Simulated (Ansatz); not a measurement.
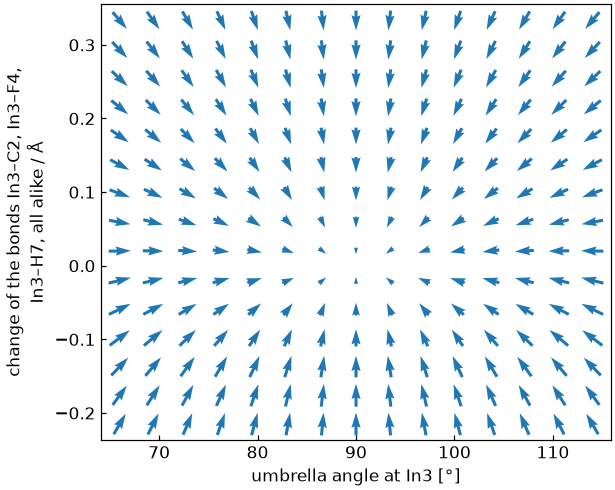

CH₃F₂In, SMILES F[CH2][InH][F]. The first coordinate is: umbrella angle at In3 (between each of its bonds and their common axis; 90 is planar); the second: change of the bonds In3–C2, In3–F4, In3–H7, all alike. Nothing is relaxed (all other coordinates rigid). The grid has 15 × 15 points. Points are written as (first, second). Theory: RKS PBE0-D4/def2-SVP in Ansatz 0.2.0.

The picture shows arrows along the force (downhill), their lengths compressed.

The arrows alone are given. Where is the energy lowest?

The arrows converge at about (90°, 0.000 Å) (read from the interpolated surface).

The energy map of the same scan:

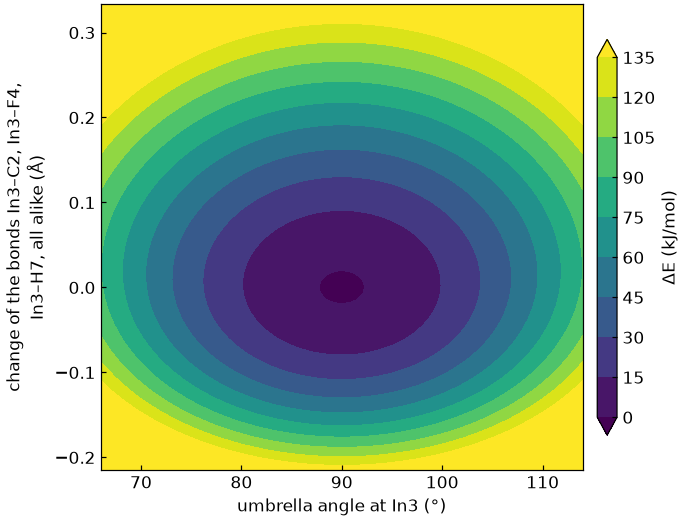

Energies are in kJ/mol, from the lowest grid point; between grid points the surface is interpolated.
